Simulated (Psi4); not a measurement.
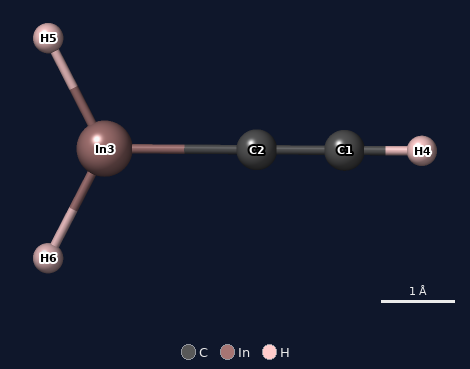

Fig. 1: The structure as given in the input (ball-and-stick view, seen on its broad side; atoms are numbered from 1 in the order of the input). Sticks mark near contacts. Bond lengths as drawn: C–C 1.21 Å, C–H 1.07 Å, C–In 2.10 Å and H–In 1.71 Å.

## Single-point calculation, with input and output: C$_{2}$H$_{3}$In (charge −1)

C$_{2}$H$_{3}$In, charge −1, multiplicity 2, computed with wB97M-V/def2-SVPD, UKS, core potentials def2 (Psi4 1.11).

The geometry is that of the parent species in another charge or spin state. The geometry comes from this level: PBE0-D4/def2-TZVP.

What the program printed
```
Psi4 1.11 release

   => Loading Basis Set <=

    Name: DEF2-SVPD
    Role: ORBITAL
    Keyword: BASIS

    !!!  WARNING: ECP capability is in beta. Please check occupations closely.  !!!

         ---------------------------------------------------------
                                   SCF
                              UKS Reference
                        1 Threads,   2098 MiB Core
         ---------------------------------------------------------

  ==> Geometry <==

    Molecular point group: c1
    Full point group: C1

    Geometry (in Angstrom), charge = -1, multiplicity = 2:

       Center              X                  Y                   Z               Mass
    ------------   -----------------  -----------------  -----------------  -----------------
         C           -0.272544676549    -2.817173727020     0.021980726310    12.000000000000
         C           -0.156344676549    -1.612573727020     0.012780726310    12.000000000000
         IN           0.045955323451     0.474726272980    -0.003719273690   114.903878776000
         H           -0.374944676549    -3.878773727020     0.030180726310     1.007825032230
         H            0.587555323451     1.192326272980    -1.461919273690     1.007825032230
         H           -0.345344676549     1.306326272980     1.441880726310     1.007825032230

  Running in c1 symmetry.

  Rotational constants: A =      3.59122  B =      0.09786  C =      0.09527 [cm^-1]
  Rotational constants: A = 107662.04339  B =   2933.89358  C =   2856.06315 [MHz]
  Nuclear repulsion =   91.358346393140707

  Charge       = -1
  Multiplicity = 2
  Electrons    = 37
  Nalpha       = 19
  Nbeta        = 18

  ==> Algorithm <==

  SCF Algorithm Type is PK.
  DIIS enabled.
  MOM disabled.
  Fractional occupation disabled.
  Guess Type is SAD.
  Energy threshold   = 1.00e-09
  Density threshold  = 1.00e-08
  Integral threshold = 1.00e-12

  ==> Primary Basis <==

  Basis Set: DEF2-SVPD
    Blend: DEF2-SVPD
    Number of shells: 40
    Number of basis functions: 96
    Number of Cartesian functions: 103
    Spherical Harmonics?: true
    Max angular momentum: 2

  Core potential: DEF2-SVPD
    Number of shells: 4
    Number of ECP primitives: 18
    Number of ECP core electrons: 28
    Max angular momentum: 3

  ==> DFT Potential <==

   => LibXC <=

    Version 7.1.2

   => Composite Functional: WB97M-V <=

    wB97M-V Hyb-GGA Exchange-Correlation Functional

    Deriv               =              1
    GGA                 =           TRUE
    Meta                =           TRUE

    Exchange Hybrid     =           TRUE
    MP2 Hybrid          =          FALSE

   => Exchange-Correlation Functionals <=

    1.0000   wB97M-V exchange-correlation functional

   => Exact (HF) Exchange <=

    0.8500            HF,LR [omega = 0.3000]
    0.1500               HF

   => LibXC Density Thresholds  <==

    XC_HYB_MGGA_XC_WB97M_V:  1.00E-13

   => VV10 Non-Local Parameters <=

    VV10 B              =     6.0000E+00
    VV10 C              =     1.0000E-02

   => Molecular Quadrature <=

    Radial Scheme          =       TREUTLER
    Pruning Scheme         =           NONE
    Nuclear Scheme         =       TREUTLER

    Blocking Scheme        =         OCTREE
    BS radius alpha        =              1
    Pruning alpha          =              1
    Radial Points          =             99
    Spherical Points       =            590
    Total Points           =         337476
    Total Blocks           =           2488
    Max Points             =            256
    Max Functions          =             96
    Weights Tolerance      =       1.00E-15

  ==> Integral Setup <==

  Using in-core PK algorithm.
   Calculation information:
      Number of atoms:                   6
      Number of AO shells:              40
      Number of primitives:             71
      Number of atomic orbitals:       103
      Number of basis functions:        96

      Integral cutoff                 1.00e-12
      Number of threads:                 1

  Performing in-core PK
  Using 32524488 doubles for integral storage.
  We computed 320861 shell quartets total.
  Whereas there are 336610 unique shell quartets.

  Computing range-separated integrals for PK
  We computed 320861 wK shell quartets total.
  Whereas there are 336610 wK unique shell quartets.

  ==> DiskJK: Disk-Based J/K Matrices <==

    J tasked:                  Yes
    K tasked:                  Yes
    wK tasked:                 Yes
    Omega:               3.000E-01
    Memory [MiB]:              648
    Schwarz Cutoff:          1E-12

  Cached 33.4% of DFT collocation blocks in 0.654 [GiB].

  Minimum eigenvalue in the overlap matrix is 4.6227000136E-05.
  Reciprocal condition number of the overlap matrix is 6.8306269349E-06.
    Using symmetric orthogonalization.

  ==> Pre-Iterations <==

  SCF Guess: Superposition of Atomic Densities via on-the-fly atomic UHF (no occupation information).

   -------------------------
    Irrep   Nso     Nmo
   -------------------------
     A         96      96
   -------------------------
    Total      96      96
   -------------------------

  ==> Iterations <==

                        Total Energy        Delta E     RMS |[F,P]|

   @UKS iter SAD:  -266.31583876382888   -2.66316e+02   0.00000e+00
   @UKS iter   1:  -267.55681609376910   -1.24098e+00   7.40019e-03 ADIIS/DIIS
   @UKS iter   2:  -267.59410116003556   -3.72851e-02   7.42967e-03 ADIIS/DIIS
   @UKS iter   3:  -267.89783506578624   -3.03734e-01   1.06899e-03 ADIIS/DIIS
   @UKS iter   4:  -267.90412450740104   -6.28944e-03   4.76266e-04 ADIIS/DIIS
   @UKS iter   5:  -267.90616703671685   -2.04253e-03   1.36085e-04 ADIIS/DIIS
   @UKS iter   6:  -267.90667651250533   -5.09476e-04   6.83187e-05 DIIS
   @UKS iter   7:  -267.90687950143081   -2.02989e-04   2.46710e-05 DIIS
   @UKS iter   8:  -267.90690891805957   -2.94166e-05   9.29698e-06 DIIS
   @UKS iter   9:  -267.90691260034566   -3.68229e-06   4.18209e-06 DIIS
   @UKS iter  10:  -267.90691336251240   -7.62167e-07   1.60548e-06 DIIS
   @UKS iter  11:  -267.90691347771133   -1.15199e-07   6.23305e-07 DIIS
   @UKS iter  12:  -267.90691349706310   -1.93518e-08   1.76162e-07 DIIS
   @UKS iter  13:  -267.90691349831104   -1.24794e-09   5.91794e-08 DIIS
   @UKS iter  14:  -267.90691349841160   -1.00556e-10   2.89304e-08 DIIS
   @UKS iter  15:  -267.90691349843553   -2.39311e-11   9.02261e-09 DIIS
  Energy and wave function converged.

  ==> Post-Iterations <==

   Electrons on quadrature grid:
      Nalpha   =   18.9999999443 ; deviation = -5.565e-08
      Nbeta    =   18.0000001524 ; deviation = 1.524e-07
      Ntotal   =   37.0000000968 ; deviation = 9.676e-08

   @Spin Contamination Metric:   5.154129359E-03
   @S^2 Expected:                7.500000000E-01
   @S^2 Observed:                7.551541294E-01
   @S   Expected:                5.000000000E-01
   @S   Observed:                5.000000000E-01

    Orbital Energies [Eh]
    ---------------------

    Alpha Occupied:

       1A    -10.179337     2A    -10.176356     3A     -4.612017
       4A     -3.006470     5A     -3.004071     6A     -3.003085
       7A     -0.689434     8A     -0.672314     9A     -0.671984
      10A     -0.667724    11A     -0.666112    12A     -0.664560
      13A     -0.475619    14A     -0.368016    15A     -0.235063
      16A     -0.224428    17A     -0.218281    18A     -0.185804
      19A     -0.012433

    Alpha Virtual:

      20A      0.158808    21A      0.200180    22A      0.212919
      23A      0.215777    24A      0.238017    25A      0.240200
      26A      0.248785    27A      0.274943    28A      0.280357
      29A      0.280839    30A      0.283871    31A      0.316669
      32A      0.341421    33A      0.376361    34A      0.394175
      35A      0.408358    36A      0.427671    37A      0.434652
      38A      0.449526    39A      0.450822    40A      0.460663
      41A      0.480138    42A      0.485335    43A      0.496823
      44A      0.515575    45A      0.527849    46A      0.538924
      47A      0.582958    48A      0.587573    49A      0.630659
      50A      0.635631    51A      0.646108    52A      0.693995
      53A      0.699818    54A      0.701067    55A      0.754357
      56A      0.797139    57A      0.832453    58A      0.834493
      59A      0.847347    60A      0.862507    61A      0.919209
      62A      0.968453    63A      0.986168    64A      0.994691
      65A      1.121733    66A      1.138605    67A      1.160164
      68A      1.290562    69A      1.297998    70A      1.326364
      71A      1.360474    72A      1.431650    73A      1.746003
      74A      1.753156    75A      1.768690    76A      1.924019
      77A      1.946715    78A      1.960086    79A      1.966593
      80A      1.971619    81A      2.009208    82A      2.109534
      83A      2.110736    84A      2.155457    85A      2.262226
      86A      2.290252    87A      2.295453    88A      2.459029
      89A      2.991590    90A      2.996472    91A      3.012565
      92A      3.936443    93A     16.642892    94A     17.865356
      95A     18.566367    96A     61.549532

    Beta Occupied:

       1A    -10.180178     2A    -10.174899     3A     -4.611414
       4A     -3.004744     5A     -3.004124     6A     -3.003163
       7A     -0.688532     8A     -0.671704     9A     -0.670595
      10A     -0.665049    11A     -0.663380    12A     -0.662650
      13A     -0.472875    14A     -0.353269    15A     -0.232647
      16A     -0.223354    17A     -0.210068    18A     -0.185217

    Beta Virtual:

      19A      0.156341    20A      0.178169    21A      0.199326
      22A      0.209432    23A      0.226762    24A      0.232509
      25A      0.237442    26A      0.248614    27A      0.273714
      28A      0.275343    29A      0.283338    30A      0.284006
      31A      0.321188    32A      0.341529    33A      0.396327
      34A      0.396353    35A      0.409647    36A      0.433995
      37A      0.434925    38A      0.451209    39A      0.455744
      40A      0.461392    41A      0.481156    42A      0.491201
      43A      0.499708    44A      0.523733    45A      0.528682
      46A      0.542282    47A      0.583678    48A      0.586492
      49A      0.632187    50A      0.633914    51A      0.646645
      52A      0.700273    53A      0.701832    54A      0.704764
      55A      0.755489    56A      0.802310    57A      0.842299
      58A      0.845012    59A      0.850084    60A      0.863136
      61A      0.931063    62A      0.969574    63A      0.987264
      64A      1.001996    65A      1.124823    66A      1.142007
      67A      1.164231    68A      1.294480    69A      1.300426
      70A      1.325816    71A      1.363263    72A      1.434277
      73A      1.750260    74A      1.755686    75A      1.772205
      76A      1.925145    77A      1.948428    78A      1.959737
      79A      1.969070    80A      1.973259    81A      2.007512
      82A      2.109797    83A      2.112665    84A      2.154809
      85A      2.262727    86A      2.292190    87A      2.297389
      88A      2.461283    89A      2.996756    90A      2.998473
      91A      3.013783    92A      3.944369    93A     16.645955
      94A     17.866535    95A     18.567671    96A     61.549880

    Final Occupation by Irrep:
              A
    DOCC [    18 ]
    SOCC [     1 ]
    NA   [    19 ]
    NB   [    18 ]

  @UKS Final Energy:  -267.90691349843553

   => Energetics <=

    Nuclear Repulsion Energy =             91.3583463931407067
    One-Electron Energy =                -627.1747335875941189
    Two-Electron Energy =                 287.5772840640444770
    DFT Exchange-Correlation Energy =     -19.8097600987394671
    Empirical Dispersion Energy =           0.0000000000000000
    VV10 Nonlocal Energy =                  0.1419497307129215
    Total Energy =                       -267.9069134984355287

  UHF NO Occupations:
  HONO-2 :   17  A 1.9990906
  HONO-1 :   18  A 1.9986370
  HONO-0 :   19  A 1.0000000
  LUNO+0 :   20  A 0.0013630
  LUNO+1 :   21  A 0.0009094
  LUNO+2 :   22  A 0.0001095
  LUNO+3 :   23  A 0.0000686

Computation Completed

Properties will be evaluated at   0.000000,   0.000000,   0.000000 [a0]

Properties computed using the SCF density matrix

 Multipole Moments:

 ------------------------------------------------------------------------------------
     Multipole            Electronic (a.u.)      Nuclear  (a.u.)        Total (a.u.)
 ------------------------------------------------------------------------------------

 L = 1.  Multiply by 2.5417464519 to convert [e a0] to [Debye]
 Dipole X            :          3.2754389           -3.2900290           -0.0145901
 Dipole Y            :         33.8427697          -33.9949526           -0.1521828
 Dipole Z            :         -0.2643301            0.2657071            0.0013770
 Magnitude           :                                                    0.1528868

 ------------------------------------------------------------------------------------

	total time  =        172 seconds =       2.87 minutes

    Psi4 run time: 0:02:52.23
```

The run was set up as follows.

The input (job.dat)
```
memory 2200 MB

molecule geom {
  -1 2
  C     -0.186600    -1.928000     0.015100
  C     -0.070400    -0.723400     0.005900
  In     0.131900     1.363900    -0.010600
  H     -0.289000    -2.989600     0.023300
  H      0.673500     2.081500    -1.468800
  H     -0.259400     2.195500     1.435000
  symmetry c1
}

set globals {
  basis def2-SVPD
  reference uks
  puream true
  e_convergence 1e-09
  d_convergence 1e-08
  scf_type pk
  dft_radial_points 99
  dft_spherical_points 590
  maxiter 100
}

result = energy('wb97m-v')
```

Launched with:
```bash
psi4 -n 1 job.dat job.out
```

Summary

```tsv
quantity	value
outcome	converged
total energy	−267.906913 hartree
basis functions	96
⟨S²⟩	0.755
hardware	1 thread of Intel Xeon @ 2.90GHz (Ice Lake), 32 GiB of memory available, shared host
wall time	2.9 min
peak memory	1.2 GiB
```
